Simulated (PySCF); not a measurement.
# C₆H₁₂BNSi: what the fields show

| atom | x (Å) | y (Å) | z (Å) |
| --- | --- | --- | --- |
| C | -1.8639 | 1.6658 | 1.5939 |
| C | -0.9242 | 1.1431 | 0.8201 |
| N | -1.0935 | 0.1127 | -0.1064 |
| Si | -2.7141 | -0.1826 | -0.7202 |
| B | 0.0560 | -0.6315 | -0.4986 |
| C | -0.0573 | -1.9253 | -1.4118 |
| C | 1.4387 | -0.2073 | -0.0484 |
| C | 2.5607 | 0.0948 | 0.2790 |
| C | 3.9042 | 0.4612 | 0.6701 |
| H | -1.6245 | 2.4573 | 2.2814 |
| H | -2.8846 | 1.3247 | 1.5880 |
| H | 0.0964 | 1.4977 | 0.8987 |
| H | -2.6079 | -0.8096 | -2.0346 |
| H | -3.4456 | -1.0502 | 0.2111 |
| H | -3.3542 | 1.1255 | -0.8666 |
| H | -0.9103 | -2.5476 | -1.1492 |
| H | -0.1782 | -1.6430 | -2.4573 |
| H | 0.8371 | -2.5425 | -1.3536 |
| H | 3.8980 | 0.9268 | 1.6561 |
| H | 4.3159 | 1.1692 | -0.0500 |
| H | 4.5423 | -0.4224 | 0.6980 |

Geometry: GFN2-xTB.

The calculation used PySCF 2.14.0, PBE0/pcSseg-1, SCF density, gas phase, non-relativistic.

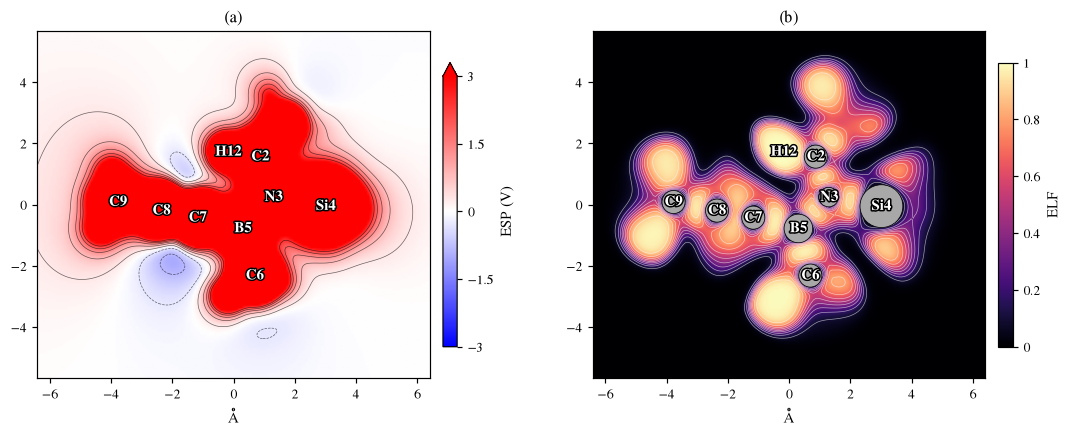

Figure 1. (a) electrostatic potential; (b) electron localisation function on the plane of atoms N3, B5 and C7. Grey discs cover the atomic cores in the ELF map.

Read the bonding off the picture.

Answer. Atoms in the plane: C, N, Si, B and H.
C–C (1.21 Å): the ELF peaks at about 0.85 between the atoms (a short, multiple covalent bond).
C–N (1.40 Å): the ELF peaks at about 0.90 between the atoms, as expected for localised, covalent bonding.
B–N (1.42 Å): the ELF peaks at about 0.95 between the atoms: a short, strongly polar bond.
C–B (1.51 Å): the ELF peaks at about 0.95 between the atoms; localised, covalent bonding.
Si–N (1.76 Å): the ELF peaks at about 0.95 between the atoms; a shared but strongly polarised pair.
Outside the dense part of the molecule the potential is most negative (−1.0 V) near C7.

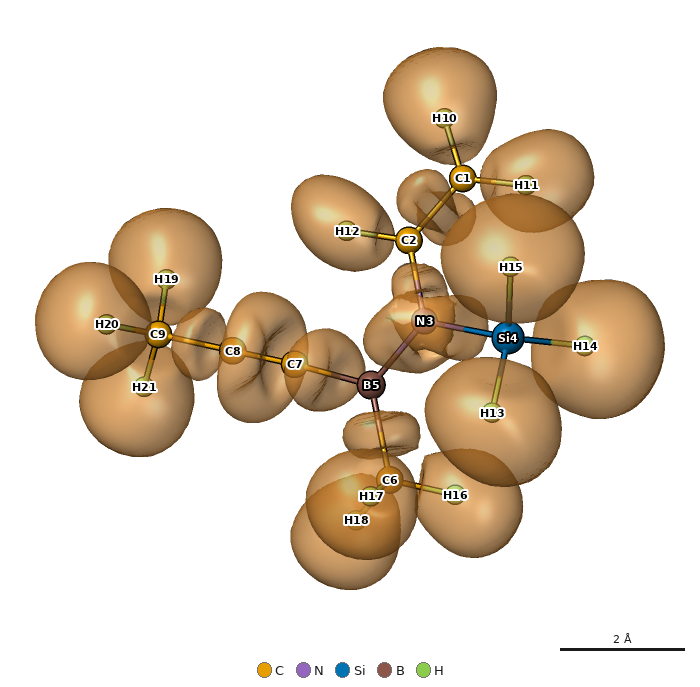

Figure 2. Isosurface of the ELF at 0.75 (orange), seen at a tilt. Core shells and regions of very low density are left out.

What do the ELF domains correspond to?

Answer. The ELF exceeds this value in two regions between bonded B–C atoms (shared pairs), three regions between bonded C–C atoms (shared pairs), twelve regions around hydrogen nuclei and one region on N in which the atom's valence shell and bonds are merged.

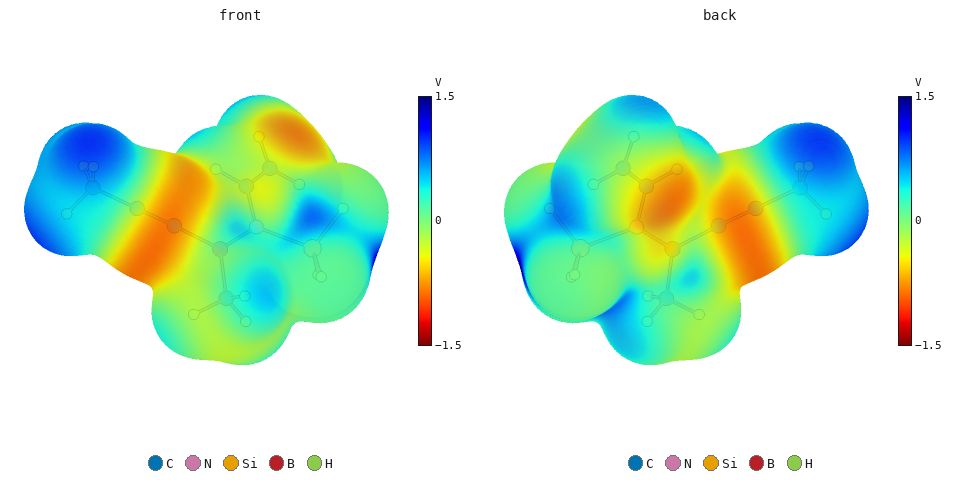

Figure 3. The molecular electrostatic potential painted on the density surface at 0.002 e/bohr³, seen from the front and from behind; red is negative and blue positive.

Describe the electrostatic potential map.

Answer. The most negative region (about −0.9 V) lies over the π face of C1, C2, C7 and C8, the most positive (about +1.4 V) over Si4.
